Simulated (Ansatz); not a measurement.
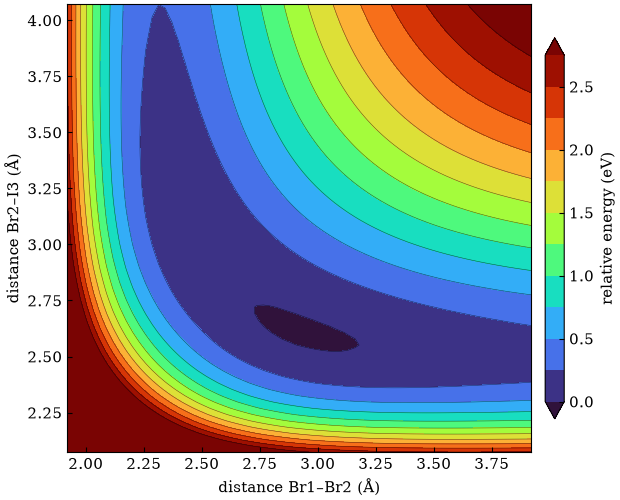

The system Br⁻ + BrI. The first coordinate is: distance Br1–Br2; the second: distance Br2–I3. Nothing is relaxed (the angle Br1–Br2–I3 is fixed at 160 degrees). The scan uses an 11 × 11 grid. Points are written as (first, second). All energies are given in eV relative to the lowest grid point. The reference is spin-restricted, so regions where a bond is pulled apart into radicals lie too high. Level of theory: RHF/def2-SVPD (Ansatz 0.2.0).

In the figure: filled contours, one colour for all values above the top of the scale. Between grid points the surface is interpolated.

The lowest grid point is at (2.732 Å, 2.680 Å). It is the only kind of minimum in the scanned range. The highest grid point, (1.920 Å, 2.072 Å), lies 10.43 eV above the lowest.

The level of theory is changed to RKS PBE0-D4/def2-TZVPD in Ansatz; with it change the reference geometry, relaxed at the new level.

Question: What will the new map look like?

Answer: The minimum (interpolated where it lies between grid points) moves from about (2.93 Å, 2.61 Å) to about (2.621 Å, 2.742 Å). The span from the lowest to the highest grid point shrinks from 10.43 to 8.85 eV.

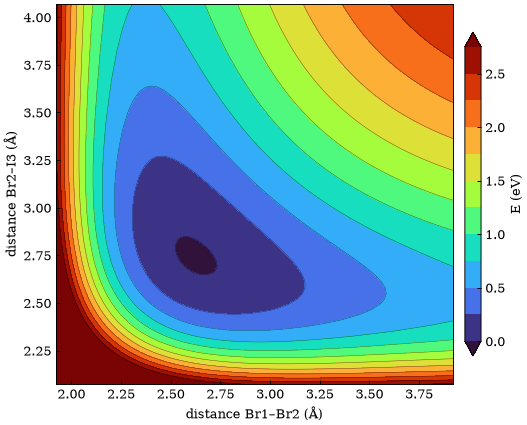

The map after the change, on a colour scale of its own. The picture shows filled contours, one colour for all values above the top of the scale. Between grid points the surface is interpolated.
